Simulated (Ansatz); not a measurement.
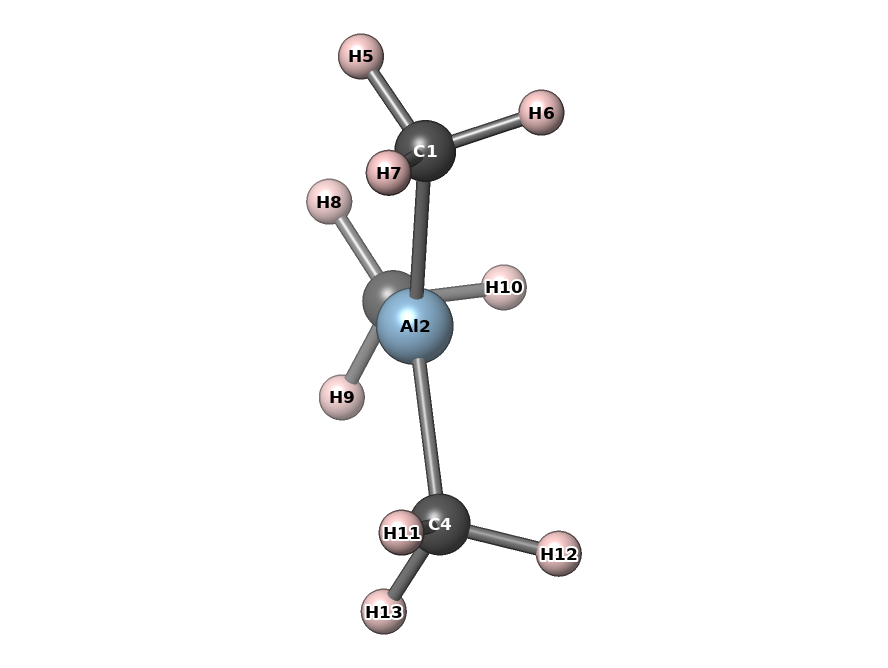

C3 lies behind Al2. The molecule seen nearly along the Al2–C3 bond, Al2 in front. Atoms fade into the background with distance from the viewer. Computed geometry: PBE-D4/def2-SVP optimisation. No frequency run is at hand to confirm it as a minimum.

What is the torsion angle C1–Al2–C3–H8? The sign is positive where the front bond must turn clockwise to cover the back bond.

Answer. −32°, synclinal (gauche).
